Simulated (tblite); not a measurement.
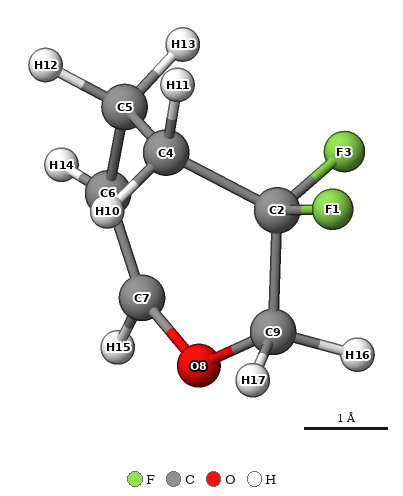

**Figure 1.** The starting structure (ball-and-stick view, seen at a tilt; atoms are numbered from 1 in the order of the input). Bond lengths as drawn: C–C 1.33 to 1.53 Å, C–F 1.37 Å, C–H 1.08 to 1.10 Å and C–O 1.36 to 1.41 Å.

## C$_{6}$H$_{8}$F$_{2}$O: saddle-point search

- system: C$_{6}$H$_{8}$F$_{2}$O
- method: GFN2-xTB saddle search (eigenvector following) and harmonic vibrations, gas phase (tblite 0.8.0)

Log:
```
step      E/eV     max force
  0    -828.32590   0.0364
  1    -828.32604   0.0514
  2    -828.32619   0.0191
  3    -828.32620   0.0022
lowest wavenumbers (cm-1): -119.1 70.6 207.2 247.1 293.0 353.3
```

Trajectory as extended XYZ (Å, eV, eV/Å), 4 frames, from step=0 to step=3:
```
17
Properties=species:S:1:pos:R:3:forces:R:3 step=0 energy=-828.32590
F    -2.4802   -0.8899   -0.3891   -0.0080   0.0010  -0.0210
C    -1.2411   -0.2968   -0.3940   -0.0050  -0.0010   0.0030
F    -1.0311    0.0111   -1.7072   -0.0070  -0.0030   0.0080
C    -0.2067   -1.2966    0.0962    0.0010   0.0010   0.0030
C     1.1802   -0.9545   -0.4355    0.0030  -0.0090  -0.0010
C     1.6745    0.3975   -0.0252   -0.0050   0.0060   0.0160
C     1.0328    1.4310    0.5039    0.0090  -0.0230  -0.0100
O    -0.2483    1.6506    0.9047   -0.0040  -0.0070   0.0050
C    -1.3903    0.9830    0.4296   -0.0040  -0.0030   0.0060
H    -0.2163   -1.3016    1.1871    0.0080   0.0230   0.0040
H    -0.5055   -2.2859   -0.2574    0.0020   0.0010  -0.0030
H     1.8879   -1.7055   -0.0750    0.0080   0.0010   0.0070
H     1.1757   -1.0187   -1.5285   -0.0110   0.0050  -0.0010
H     2.7289    0.5489   -0.2046    0.0020   0.0010  -0.0080
H     1.6029    2.3161    0.7626   -0.0150   0.0080  -0.0090
H    -1.9744    1.6895   -0.1790    0.0310   0.0190  -0.0020
H    -1.9891    0.7219    1.3114   -0.0050  -0.0190   0.0040
17
Properties=species:S:1:pos:R:3:forces:R:3 step=1 energy=-828.32604
F    -2.4750   -0.8693   -0.4512    0.0300   0.0130   0.0000
C    -1.2326   -0.2832   -0.4074   -0.0200   0.0050  -0.0130
F    -0.9855    0.0561   -1.7062   -0.0090  -0.0090   0.0350
C    -0.2143   -1.2943    0.0961   -0.0010   0.0030  -0.0060
C     1.1810   -0.9663   -0.4218    0.0020  -0.0010   0.0000
C     1.6705    0.3935   -0.0308   -0.0010   0.0020   0.0020
C     1.0282    1.4343    0.4832    0.0040   0.0010   0.0010
O    -0.2504    1.6657    0.8850   -0.0290  -0.0160  -0.0100
C    -1.3938    0.9726    0.4491   -0.0180   0.0110   0.0100
H    -0.2327   -1.2902    1.1872    0.0010   0.0000  -0.0030
H    -0.5181   -2.2830   -0.2544    0.0000   0.0010   0.0000
H     1.8833   -1.7113   -0.0379   -0.0060   0.0070  -0.0030
H     1.1902   -1.0482   -1.5138    0.0000   0.0010   0.0080
H     2.7231    0.5468   -0.2199   -0.0010  -0.0010   0.0000
H     1.5959    2.3278    0.7179   -0.0040  -0.0080  -0.0030
H    -2.0164    1.6795   -0.1212    0.0280  -0.0270   0.0240
H    -1.9531    0.6695    1.3460    0.0260   0.0170  -0.0410
17
Properties=species:S:1:pos:R:3:forces:R:3 step=2 energy=-828.32619
F    -2.4756   -0.8720   -0.4404   -0.0070  -0.0040  -0.0010
C    -1.2344   -0.2851   -0.4058    0.0020   0.0000   0.0030
F    -0.9947    0.0486   -1.7062    0.0030   0.0020  -0.0070
C    -0.2133   -1.2945    0.0950    0.0000  -0.0010   0.0010
C     1.1807   -0.9641   -0.4242   -0.0020   0.0000   0.0010
C     1.6722    0.3925   -0.0258   -0.0040   0.0050   0.0030
C     1.0294    1.4347    0.4845   -0.0010  -0.0020   0.0010
O    -0.2515    1.6736    0.8737   -0.0110  -0.0120  -0.0100
C    -1.3934    0.9739    0.4453    0.0030   0.0110   0.0080
H    -0.2303   -1.2919    1.1860    0.0000   0.0000   0.0010
H    -0.5164   -2.2830   -0.2564    0.0000   0.0000   0.0000
H     1.8829   -1.7119   -0.0468    0.0020  -0.0020   0.0010
H     1.1869   -1.0394   -1.5164    0.0000   0.0000  -0.0030
H     2.7269    0.5423   -0.2055    0.0010   0.0010   0.0000
H     1.5981    2.3256    0.7246    0.0030   0.0020   0.0000
H    -2.0183    1.6762   -0.1259    0.0050  -0.0030   0.0060
H    -1.9491    0.6746    1.3442    0.0070   0.0030  -0.0050
17
Properties=species:S:1:pos:R:3:forces:R:3 step=3 energy=-828.32620
F    -2.4757   -0.8718   -0.4421    0.0000   0.0000   0.0000
C    -1.2343   -0.2850   -0.4061    0.0000   0.0000   0.0000
F    -0.9934    0.0495   -1.7062    0.0000   0.0000   0.0000
C    -0.2135   -1.2944    0.0953    0.0000   0.0000   0.0000
C     1.1806   -0.9644   -0.4238    0.0000   0.0000   0.0000
C     1.6718    0.3929   -0.0267    0.0000   0.0000   0.0000
C     1.0291    1.4345    0.4846    0.0000   0.0000   0.0000
O    -0.2514    1.6708    0.8766    0.0010   0.0020   0.0000
C    -1.3932    0.9737    0.4458    0.0000  -0.0010  -0.0010
H    -0.2306   -1.2914    1.1863    0.0000   0.0000   0.0000
H    -0.5166   -2.2831   -0.2558    0.0000   0.0000   0.0000
H     1.8830   -1.7117   -0.0453    0.0000   0.0000   0.0000
H     1.1872   -1.0408   -1.5160    0.0000   0.0000   0.0000
H     2.7260    0.5435   -0.2086    0.0000   0.0000   0.0000
H     1.5974    2.3260    0.7237    0.0000   0.0000   0.0000
H    -2.0164    1.6771   -0.1254   -0.0010   0.0010   0.0000
H    -1.9501    0.6745    1.3437    0.0000  -0.0010   0.0010
```

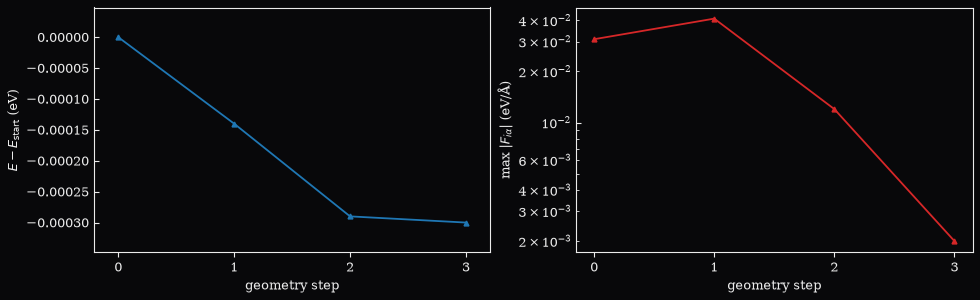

**Figure 2.** Progress of the saddle-point search, step by step (steps are counted from 0).

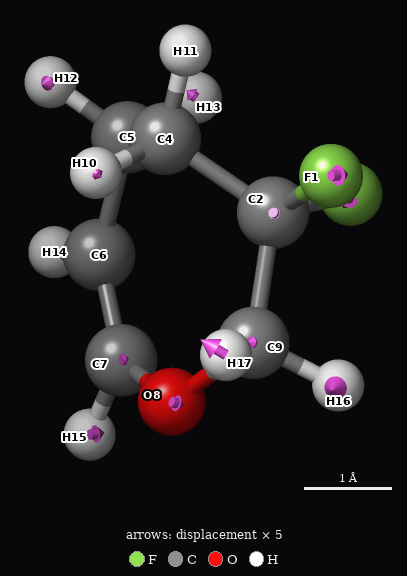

**Figure 3.** The starting structure with the displacements as pink arrows, magnified 5 times (ball-and-stick view, seen at a tilt). The two geometries are laid on each other by the best rigid fit. The energy falls by next to nothing (0.0 eV) in 3 geometry steps. The largest force component goes from 0.031 to 0.002 eV/Å. The largest moves after the best rigid fit, 0.069 Å, are those of H16 and H17. Largest moves by element: H 0.069 Å, F 0.056 Å, O 0.035 Å, C 0.020 Å. (Atoms are counted from 1 in the order of the input.)

This output came from the following input.

Input file:
```
{"job": {"xc": "GFN2-xTB", "basis": "xTB", "kind": "saddle"}, "charge": 0, "multiplicity": 1}
F     -2.480160    -0.889885    -0.389102
C     -1.241114    -0.296787    -0.393995
F     -1.031078     0.011095    -1.707151
C     -0.206702    -1.296591     0.096202
C      1.180195    -0.954519    -0.435471
C      1.674546     0.397484    -0.025212
C      1.032849     1.431042     0.503887
O     -0.248322     1.650613     0.904673
C     -1.390292     0.983006     0.429615
H     -0.216253    -1.301638     1.187116
H     -0.505544    -2.285928    -0.257363
H      1.887904    -1.705473    -0.075031
H      1.175669    -1.018746    -1.528518
H      2.728933     0.548888    -0.204625
H      1.602853     2.316055     0.762649
H     -1.974435     1.689520    -0.179040
H     -1.989051     0.721864     1.311367
```

The first line tells a small driver script what to run in tblite; the rest is the geometry in Å.

Run as:
```bash
OMP_NUM_THREADS=1 python <driver script> task.json out
```

Summary:

| quantity | value |
| --- | --- |
| outcome | converged |
| total energy | −828.3262 eV |
| point group | C1 |
| hardware | 1 CPU thread, shared host |
| wall time | 1.9 s |
| peak memory | 0.2 GiB |
